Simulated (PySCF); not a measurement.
AsFH5Si, charge +1, SMILES `F[SiH2][AsH3+]`.

PySCF calculation, HF/aug-cc-pVDZ, gas phase; geometry: GFN2-xTB. No frequency check shows the geometry to be a minimum. GFN2-xTB bond lengths at metals and heavier atoms can be off by up to 0.1 Å and shapes distorted, which carries into these values.

Coordinates in Å:

```
F1      -1.9245   -0.9279   -0.0001
Si2     -1.3647    0.5577    0.0001
As3      1.0429   -0.0355    0.0000
H4      -1.5989    1.1605   -1.3028
H5      -1.5994    1.1608    1.3019
H6       1.5850   -0.8316   -1.1196
H7       2.0387    1.0553   -0.0006
H8       1.5845   -0.8313    1.1204
```

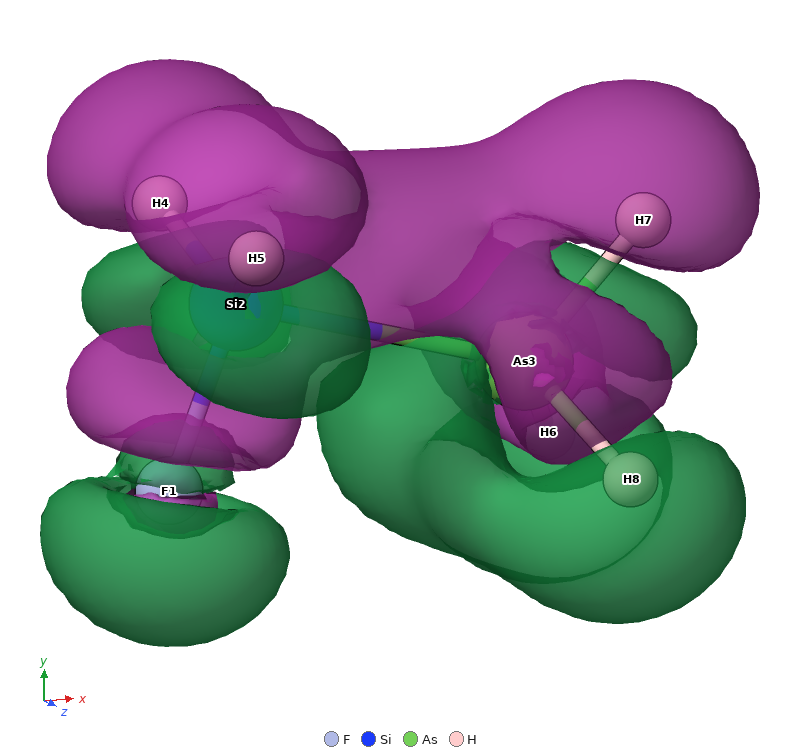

Change of the electron density in a uniform field of 0.51 V/Å, surfaces at ±0.002 e/Å³ (green: gain, purple: loss).

**Along which Cartesian direction does the field point?**

Along +y: electrons gather on the −y side, against the field.

**How large is the response?**

The induced dipole is 1.10 D (along the field); α along this axis, from the fields in both directions, is 43 bohr³ (6.4 Å³).

**Which atoms gain and lose the most charge?**

Electrons gather most on F1 (Hirshfeld charge changes by −0.015 e) and leave H7 most (+0.018 e); 0.119 electrons are displaced in all.

The PySCF run took 5.9 s on 1 thread of Arm Neoverse V1 (shared host), peak memory 0.3 GiB.
